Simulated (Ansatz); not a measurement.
**Run report: C$_{2}$H$_{11}$NOSi$_{2}$, geometry relaxation (part 2 of 3)**

The same run, continued: C$_{2}$H$_{11}$NOSi$_{2}$; RKS r2SCAN/STO-3G (Ansatz 0.2.0). It belongs to a series of runs on one base structure; here: end point B relaxed.

Geometry of the input (Å):
```
C  0.4877  -2.3240  -0.2163
O  0.2429  -1.1810  -1.1042
Si 0.7882  0.3140  -0.6654
N  1.4533  0.9695  -2.1231
Si -0.8226  1.5782  0.3709
C  -1.4233  0.6944  1.8837
H  1.5321  -2.4839  -0.0772
H  0.0238  -3.1451  -0.6949
H  -0.0469  -2.0959  0.7799
H  1.9718  1.6839  -1.5732
H  0.6067  0.9240  -2.7719
H  2.1050  0.3366  -2.4744
H  -0.3370  2.9411  0.7776
H  -1.9899  1.8282  -0.5260
H  -0.6106  0.4787  2.5973
H  -1.8547  -0.2539  1.6366
H  -2.1804  1.2841  2.4075
```

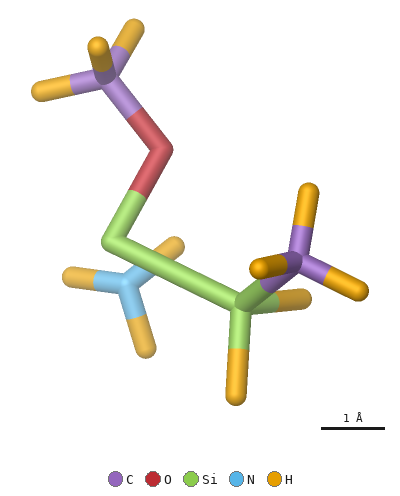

The geometry at step 11 of the log (stick view, seen at a tilt).

Trajectory as extended XYZ, continued:
```
17
Properties=species:S:1:pos:R:3:forces:R:3 step=4 energy=-21284.60346
C     0.4266   -2.3005   -0.2258    0.2071  -0.5336  -0.1369
O     0.1763   -1.1428   -1.0651    0.3008   0.3098   0.4761
Si    1.0635    0.1896   -0.2525   -0.5055  -0.2307   0.0063
N     1.3844    0.9487   -2.0706    1.2853   0.7193   0.3066
Si   -0.7849    1.5463    0.2967    0.1615  -0.2065   0.2675
C    -1.4385    0.7090    1.8715   -0.0684  -0.0190  -0.1491
H     1.5156   -2.5189   -0.0544   -0.2671   0.0145  -0.0859
H    -0.0146   -3.2070   -0.7024    0.0155   0.1873   0.0318
H    -0.0248   -2.2161    0.7873   -0.1126  -0.1038   0.1010
H     1.9182    1.8627   -1.8507   -0.8927  -0.7282  -0.8636
H     0.6425    1.1091   -2.8124    0.1440   0.2672   0.2013
H     2.1172    0.3313   -2.5267   -0.3684   0.2159  -0.0006
H    -0.3607    2.8688    0.7293    0.0033   0.0388  -0.0257
H    -1.9670    1.8203   -0.5107    0.0802  -0.0924  -0.1505
H    -0.6215    0.5154    2.5771   -0.0126   0.0186   0.0138
H    -1.8905   -0.2649    1.6339    0.0266   0.1134   0.0429
H    -2.1959    1.2978    2.4023    0.0031   0.0293  -0.0350
17
Properties=species:S:1:pos:R:3:forces:R:3 step=5 energy=-21284.77597
C     0.4446   -2.3690   -0.2206    0.0628  -0.1399  -0.1463
O     0.1822   -1.1339   -0.9538    0.2225  -0.0733   0.3892
Si    1.1259    0.1780   -0.1863   -0.2800  -0.2035  -0.1301
N     1.3797    0.9907   -2.0497    0.7945   0.8166  -0.1621
Si   -0.7247    1.5256    0.3146   -0.0327  -0.0384   0.2629
C    -1.4687    0.7484    1.8779   -0.0433   0.0829  -0.0146
H     1.5304   -2.6150   -0.0944   -0.1536   0.0644  -0.0663
H    -0.0193   -3.2220   -0.7718    0.0631   0.2331   0.0563
H     0.0076   -2.3855    0.8100    0.0060   0.0411  -0.1585
H     1.8864    1.9394   -1.9624   -0.6078  -0.8783  -0.1546
H     0.5802    1.1580   -2.7306    0.0815  -0.0845   0.2359
H     2.0694    0.3892   -2.5882   -0.2812   0.1508   0.0826
H    -0.3203    2.8615    0.7205   -0.0250   0.0773  -0.0182
H    -1.8632    1.7638   -0.5701    0.1702  -0.0824  -0.0789
H    -0.6951    0.5816    2.6407   -0.0888   0.0244  -0.0566
H    -1.9159   -0.2295    1.6547    0.0223   0.0568   0.0230
H    -2.2530    1.3675    2.3364    0.0895  -0.0472  -0.0638
17
Properties=species:S:1:pos:R:3:forces:R:3 step=6 energy=-21284.86115
C     0.4971   -2.4260   -0.2760   -0.2047   0.1494  -0.1307
O     0.1894   -1.1198   -0.8749    0.1552  -0.5513   0.4219
Si    1.1810    0.1440   -0.1137   -0.0440  -0.0962  -0.1578
N     1.3524    0.9766   -2.0045    0.2256   0.6381  -0.4840
Si   -0.6515    1.5181    0.3611   -0.2294   0.0988   0.1565
C    -1.5165    0.8280    1.9048   -0.0342   0.2233   0.1222
H     1.5859   -2.6761   -0.2195   -0.1163   0.1026  -0.0510
H     0.0088   -3.2183   -0.8961    0.1168   0.2400   0.1616
H     0.0947   -2.5428    0.7694    0.1137   0.0705  -0.3923
H     1.7984    1.9510   -1.9855   -0.3465  -0.6298   0.0329
H     0.4790    1.0953   -2.6115    0.3615  -0.1614   0.3934
H     2.0157    0.4101   -2.6120   -0.2618   0.1184   0.1959
H    -0.2877    2.8824    0.7183    0.0068  -0.0085  -0.0383
H    -1.7089    1.7004   -0.6390    0.1988  -0.0720   0.0914
H    -0.8064    0.7042    2.7412   -0.1929   0.0557  -0.2245
H    -1.9512   -0.1590    1.7037   -0.0032   0.0167   0.0157
H    -2.3339    1.4808    2.2612    0.2547  -0.1945  -0.1129
17
Properties=species:S:1:pos:R:3:forces:R:3 step=7 energy=-21284.91590
C     0.5462   -2.4648   -0.3306   -0.1718   0.3838  -0.0494
O     0.1475   -1.1150   -0.7786    0.3673  -0.7033   0.3958
Si    1.2168    0.1130   -0.0631   -0.1910  -0.0809  -0.0027
N     1.3250    0.9567   -1.9510   -0.2460   0.2117  -0.6253
Si   -0.5994    1.5214    0.3948   -0.1078   0.0046   0.1954
C    -1.5618    0.8990    1.9090    0.0451   0.2307   0.1148
H     1.6458   -2.6807   -0.3849   -0.2730   0.1365   0.0002
H     0.0304   -3.2092   -0.9815    0.0766   0.1276   0.1344
H     0.2270   -2.6804    0.7298    0.1506   0.0860  -0.4778
H     1.7224    1.9423   -1.9754   -0.1918  -0.3057   0.0582
H     0.3979    1.0150   -2.4884    0.5655  -0.0592   0.3954
H     1.9613    0.4042   -2.5953   -0.1526   0.0970   0.1618
H    -0.2344    2.8962    0.7058   -0.0128  -0.0035  -0.0079
H    -1.5914    1.6652   -0.6681    0.0831  -0.0100   0.0120
H    -0.9028    0.8029    2.7885   -0.1643   0.0407  -0.2027
H    -1.9962   -0.0912    1.7243    0.0014   0.0197  -0.0129
H    -2.3882    1.5744    2.1915    0.2215  -0.1758  -0.0892
17
Properties=species:S:1:pos:R:3:forces:R:3 step=8 energy=-21284.96095
C     0.6000   -2.5031   -0.3997   -0.1018   0.4954   0.1124
O     0.1281   -1.1398   -0.7185    0.2748  -0.6410   0.3126
Si    1.2021    0.0802   -0.0068    0.0189  -0.0792  -0.0154
N     1.2902    0.9090   -1.9118   -0.1123   0.2385  -0.3894
Si   -0.5723    1.5455    0.4361   -0.1750  -0.0916   0.0574
C    -1.6000    0.9793    1.9250    0.0329   0.1026  -0.0235
H     1.7016   -2.6689   -0.5333   -0.2976   0.1087   0.0150
H     0.0707   -3.2185   -1.0664    0.0329   0.0667   0.0361
H     0.3546   -2.8018    0.6575    0.1169   0.0867  -0.4042
H     1.6141    1.9197   -1.9507   -0.1124  -0.2907   0.0377
H     0.3606    0.8955   -2.4342    0.3422  -0.0399   0.2524
H     1.9570    0.3902   -2.5500   -0.1082   0.0789   0.1170
H    -0.2050    2.9236    0.7247    0.0712  -0.0211  -0.0133
H    -1.5103    1.6782   -0.6744   -0.0112   0.0210   0.0329
H    -0.9811    0.9003    2.8304   -0.0708   0.0225  -0.0985
H    -2.0386   -0.0101    1.7469   -0.0010   0.0215   0.0089
H    -2.4255    1.6696    2.1521    0.1004  -0.0790  -0.0379
17
Properties=species:S:1:pos:R:3:forces:R:3 step=9 energy=-21284.98701
C     0.6331   -2.4978   -0.4454   -0.0321   0.3764   0.1770
O     0.0742   -1.1332   -0.5817    0.5527  -0.8685   0.1481
Si    1.2232    0.0561    0.0434   -0.3361   0.1174   0.1201
N     1.2750    0.8649   -1.8723   -0.0787   0.0187  -0.2347
Si   -0.5617    1.5238    0.4430    0.0654   0.1473   0.1486
C    -1.6352    1.0301    1.9201    0.0570   0.0116  -0.0484
H     1.7240   -2.5948   -0.7033   -0.4276   0.1018   0.0945
H     0.0709   -3.1716   -1.1254   -0.0080  -0.0174   0.0290
H     0.5103   -2.9052    0.5997    0.0705   0.1825  -0.5092
H     1.5247    1.8901   -1.9242   -0.0310  -0.1040  -0.0013
H     0.3401    0.7734   -2.3631    0.1502   0.0016   0.0882
H     1.9621    0.3792   -2.5091   -0.0061   0.0585   0.0034
H    -0.1203    2.8863    0.7121   -0.0673  -0.0174   0.0011
H    -1.4907    1.6900   -0.6719    0.0829  -0.0291  -0.0015
H    -1.0445    0.9722    2.8421   -0.0099   0.0102  -0.0019
H    -2.0881    0.0434    1.7649   -0.0016   0.0197   0.0018
H    -2.4508    1.7418    2.0981    0.0197  -0.0095  -0.0148
17
Properties=species:S:1:pos:R:3:forces:R:3 step=10 energy=-21285.02487
C     0.6390   -2.4948   -0.4805    0.0002   0.1910   0.0978
O     0.0839   -1.1409   -0.5368    0.1860  -0.2221   0.0340
Si    1.2198    0.0628    0.0883   -0.0700  -0.0497   0.0844
N     1.2770    0.8287   -1.8542   -0.2111   0.0911  -0.2371
Si   -0.5464    1.5538    0.4672    0.0107   0.0258   0.0136
C    -1.6396    1.0579    1.9250    0.0058   0.0216  -0.0237
H     1.7191   -2.5725   -0.7560   -0.1354   0.0260   0.0078
H     0.0679   -3.1371   -1.1836    0.0070  -0.0089   0.0003
H     0.5364   -2.9565    0.5340    0.0245   0.0718  -0.1719
H     1.3749    1.8806   -1.9494   -0.0282  -0.2985  -0.0012
H     0.3585    0.5775   -2.3283    0.3260   0.0722   0.0888
H     2.0319    0.4181   -2.4714   -0.1257   0.0932   0.0817
H    -0.1175    2.9189    0.7356   -0.0066  -0.0261   0.0099
H    -1.4478    1.7101   -0.6701    0.0210  -0.0074   0.0126
H    -1.0669    1.0155    2.8591   -0.0098   0.0082  -0.0071
H    -2.0780    0.0647    1.7690    0.0010   0.0221   0.0038
H    -2.4663    1.7619    2.0789    0.0044  -0.0104   0.0063
17
Properties=species:S:1:pos:R:3:forces:R:3 step=11 energy=-21285.03616
C     0.6579   -2.4873   -0.5276   -0.0221   0.0356   0.0875
O     0.0843   -1.1476   -0.5036    0.0226  -0.0265   0.0215
Si    1.2150    0.0554    0.1302   -0.0477  -0.0680  -0.0491
N     1.2662    0.7815   -1.8359   -0.1372   0.1621  -0.3329
Si   -0.5397    1.5610    0.4937   -0.0499   0.0133  -0.0052
C    -1.6596    1.1012    1.9414    0.0028  -0.0139   0.0044
H     1.7237   -2.5362   -0.8494   -0.0147   0.0087  -0.0192
H     0.0688   -3.1109   -1.2337    0.0127   0.0108   0.0073
H     0.6039   -2.9923    0.4667    0.0223   0.0147  -0.0717
H     1.2374    1.8384   -1.9616    0.0339  -0.4520  -0.0236
H     0.4048    0.4022   -2.3414    0.4158   0.1520   0.2534
H     2.0966    0.4487   -2.4079   -0.2700   0.1561   0.1319
H    -0.0996    2.9220    0.7596    0.0252  -0.0111  -0.0117
H    -1.4251    1.7179   -0.6552    0.0128   0.0093   0.0052
H    -1.1010    1.0681    2.8845   -0.0129   0.0030  -0.0058
H    -2.1065    0.1107    1.7946   -0.0066   0.0119   0.0124
H    -2.4809    1.8161    2.0725    0.0130  -0.0060  -0.0044
17
Properties=species:S:1:pos:R:3:forces:R:3 step=12 energy=-21285.05083
C     0.6687   -2.4932   -0.5568   -0.0192  -0.0363  -0.0747
O     0.0890   -1.1582   -0.5337   -0.0464  -0.0421  -0.0008
Si    1.2006    0.0330    0.1450    0.0415   0.0795   0.0016
N     1.2825    0.7829   -1.8194   -0.0150  -0.0164   0.0816
Si   -0.5552    1.5417    0.4989    0.0477  -0.0130  -0.0321
C    -1.6789    1.1294    1.9587   -0.0251   0.0071  -0.0001
H     1.7159   -2.5418   -0.9357   -0.0040   0.0141  -0.0074
H     0.0486   -3.1287   -1.2244    0.0166  -0.0113   0.0102
H     0.6712   -2.9871    0.4420    0.0042   0.0199   0.0064
H     1.1479    1.8173   -1.9743   -0.0250  -0.0237  -0.0086
H     0.4779    0.3005   -2.3075    0.0223  -0.0001   0.0143
H     2.1432    0.5288   -2.3717    0.0036  -0.0097  -0.0006
H    -0.0771    2.8944    0.7416   -0.0169  -0.0047   0.0138
H    -1.4330    1.7067   -0.6535   -0.0179   0.0001   0.0076
H    -1.1135    1.0812    2.8966   -0.0042   0.0174   0.0059
H    -2.1761    0.1601    1.8327    0.0380   0.0083  -0.0412
H    -2.4656    1.8820    2.0884   -0.0001   0.0108   0.0241
17
Properties=species:S:1:pos:R:3:forces:R:3 step=13 energy=-21284.88659 accepted=F
C     0.6614   -2.5180   -0.6214    0.6171   0.4190   0.8825
O     0.0583   -1.2022   -0.4445   -0.0282   0.5942  -0.3478
Si    1.1993    0.0195    0.2048   -0.2325  -0.3009  -0.0069
N     1.2645    0.7607   -1.7266    0.0727  -0.3519  -0.4929
Si   -0.5175    1.5792    0.4697   -0.7759   0.5856   0.6834
C    -1.6533    1.2010    1.9236    0.1553  -0.4395   0.0913
H     1.6813   -2.4901   -1.0705   -0.0490  -0.1052  -0.1061
H     0.0246   -3.1525   -1.2601   -0.2439  -0.0166  -0.1632
H     0.7728   -3.0339    0.3640   -0.0014  -0.1764  -0.2300
H     0.9955    1.7455   -1.9904    0.0828   0.1004   0.1417
H     0.5480    0.1452   -2.2029   -0.1206  -0.1123   0.0524
H     2.1618    0.5664   -2.2440    0.0874   0.0948  -0.0474
H    -0.1206    2.9425    0.7813    0.3620   0.0325  -0.3724
H    -1.4801    1.7345   -0.6228    0.3482  -0.0260  -0.1281
H    -1.1125    1.1464    2.8767    0.0620  -0.1580  -0.0880
H    -2.0512    0.2062    1.6986   -0.4287  -0.0574   0.5156
H    -2.4862    1.8985    2.0914    0.0926  -0.0821  -0.3840
17
Properties=species:S:1:pos:R:3:forces:R:3 step=14 energy=-21285.05774
C     0.6736   -2.4892   -0.5789   -0.0269   0.0015  -0.0131
O     0.0858   -1.1573   -0.5285   -0.0426  -0.0281  -0.0509
Si    1.1988    0.0293    0.1648    0.0439   0.0796   0.0013
N     1.2801    0.7669   -1.7981   -0.0257   0.0017   0.0380
Si   -0.5481    1.5511    0.5057    0.0351  -0.0188  -0.0236
C    -1.6821    1.1447    1.9578   -0.0141   0.0218   0.0065
H     1.7151   -2.5244   -0.9727    0.0164   0.0103  -0.0179
H     0.0496   -3.1223   -1.2448    0.0013   0.0029   0.0065
H     0.6944   -2.9928    0.4145    0.0081  -0.0013   0.0029
H     1.0730    1.7844   -1.9833   -0.0032  -0.0212   0.0033
H     0.5061    0.2157   -2.2628   -0.0206  -0.0364   0.0223
H     2.1518    0.5540   -2.3500    0.0402  -0.0062   0.0048
H    -0.0625    2.9010    0.7476   -0.0088  -0.0051   0.0155
H    -1.4199    1.7202   -0.6510   -0.0071  -0.0044   0.0059
H    -1.1244    1.0976    2.9004   -0.0019   0.0054   0.0017
H    -2.1740    0.1742    1.8241    0.0082  -0.0026  -0.0127
H    -2.4710    1.8960    2.0821   -0.0021   0.0009   0.0094
17
Properties=species:S:1:pos:R:3:forces:R:3 step=15 energy=-21285.06532
C     0.6774   -2.4782   -0.6022   -0.0104   0.0081   0.0157
O     0.0876   -1.1470   -0.5422   -0.0398  -0.0554  -0.0662
Si    1.1992    0.0304    0.1807    0.0290   0.0831  -0.0353
N     1.2826    0.7490   -1.7809   -0.1053   0.0825  -0.0599
Si   -0.5448    1.5549    0.5130    0.0021   0.0279   0.0034
C    -1.6876    1.1585    1.9606    0.0067  -0.0132   0.0101
H     1.7129   -2.5082   -1.0133    0.0035   0.0022  -0.0149
H     0.0454   -3.1132   -1.2581   -0.0051   0.0052   0.0004
H     0.7171   -2.9816    0.3909    0.0068   0.0012  -0.0137
H     1.0147    1.7489   -2.0003    0.0520  -0.1501   0.0269
H     0.5343    0.1325   -2.2162    0.0692   0.0035   0.1163
H     2.1657    0.5661   -2.3276   -0.0042   0.0111   0.0165
H    -0.0551    2.9025    0.7576   -0.0007   0.0034  -0.0004
H    -1.4142    1.7252   -0.6455    0.0102  -0.0035  -0.0013
H    -1.1348    1.1121    2.9061   -0.0021  -0.0016   0.0012
H    -2.1767    0.1875    1.8228   -0.0159  -0.0054   0.0139
H    -2.4773    1.9096    2.0814    0.0041   0.0011  -0.0128
17
Properties=species:S:1:pos:R:3:forces:R:3 step=16 energy=-21285.08285
C     0.6824   -2.4661   -0.6342    0.0159   0.0010   0.0323
O     0.0921   -1.1349   -0.5716   -0.0488   0.0064  -0.1671
Si    1.1950    0.0371    0.1969    0.0854   0.0992  -0.0148
N     1.2891    0.7315   -1.7550   -0.3277   0.1507  -0.2471
Si   -0.5426    1.5680    0.5218   -0.0297   0.0014   0.0046
C    -1.6927    1.1724    1.9639    0.0085  -0.0091   0.0068
H     1.7098   -2.4941   -1.0674   -0.0156  -0.0038  -0.0047
H     0.0387   -3.1062   -1.2734   -0.0015   0.0111  -0.0019
H     0.7451   -2.9634    0.3608    0.0018   0.0156  -0.0288
H     0.9416    1.6996   -2.0295    0.1686  -0.3879   0.1100
H     0.5741    0.0218   -2.1274    0.1750   0.0947   0.2752
H     2.1799    0.5804   -2.3007   -0.0348   0.0277   0.0350
H    -0.0504    2.9139    0.7685    0.0076  -0.0009  -0.0011
H    -1.4064    1.7371   -0.6410    0.0134   0.0019  -0.0018
H    -1.1457    1.1256    2.9128    0.0011  -0.0054  -0.0030
H    -2.1818    0.2018    1.8224   -0.0183  -0.0017   0.0198
H    -2.4820    1.9245    2.0801   -0.0010  -0.0008  -0.0134
17
Properties=species:S:1:pos:R:3:forces:R:3 step=17 energy=-21285.13330
C     0.6926   -2.4401   -0.6793    0.0255  -0.1301   0.0269
O     0.1135   -1.1038   -0.6226   -0.1266  -0.1434  -0.3241
Si    1.2029    0.0463    0.2228    0.0957   0.3353  -0.1519
N     1.2914    0.7025   -1.7234   -0.3880   0.3957  -0.5078
Si   -0.5386    1.5752    0.5335   -0.0559   0.0501   0.0545
C    -1.7008    1.1902    1.9690    0.0194  -0.0270   0.0086
H     1.7165   -2.4772   -1.1209   -0.0277   0.0173   0.0011
H     0.0395   -3.0805   -1.3084    0.0066   0.0157  -0.0014
H     0.7614   -2.9283    0.3194   -0.0196   0.0426  -0.0428
H     0.8517    1.6211   -2.0653    0.4353  -0.6797   0.2930
H     0.6174   -0.1130   -1.9960    0.0750   0.0600   0.5765
H     2.1832    0.5796   -2.2778   -0.0808   0.1056   0.0839
H    -0.0447    2.9198    0.7828    0.0206  -0.0023  -0.0060
H    -1.3978    1.7457   -0.6324    0.0380  -0.0189  -0.0146
H    -1.1613    1.1442    2.9221    0.0006  -0.0085  -0.0016
H    -2.1924    0.2213    1.8260   -0.0294  -0.0075   0.0308
H    -2.4883    1.9457    2.0773    0.0112  -0.0047  -0.0251
```
